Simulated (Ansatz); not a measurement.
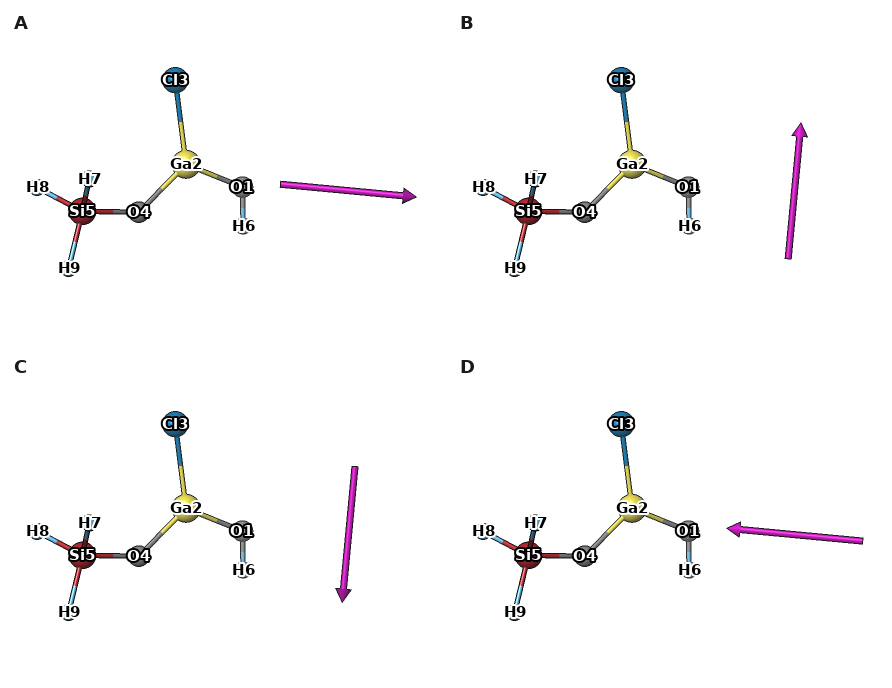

The same molecule four times, each with an arrow. Computed geometry: PBE0-D4/def2-TZVP optimisation. No frequency run is at hand to confirm it as a minimum. Level of theory: RKS PBE0-D4/def2-TZVP (Ansatz 0.2.0).

> Which arrow points along the dipole moment, from the negative to the positive end?

C. The dipole moment is 1.53 D; it points from the side of Cl3 to the side of H9 (the outermost atoms at the two ends).
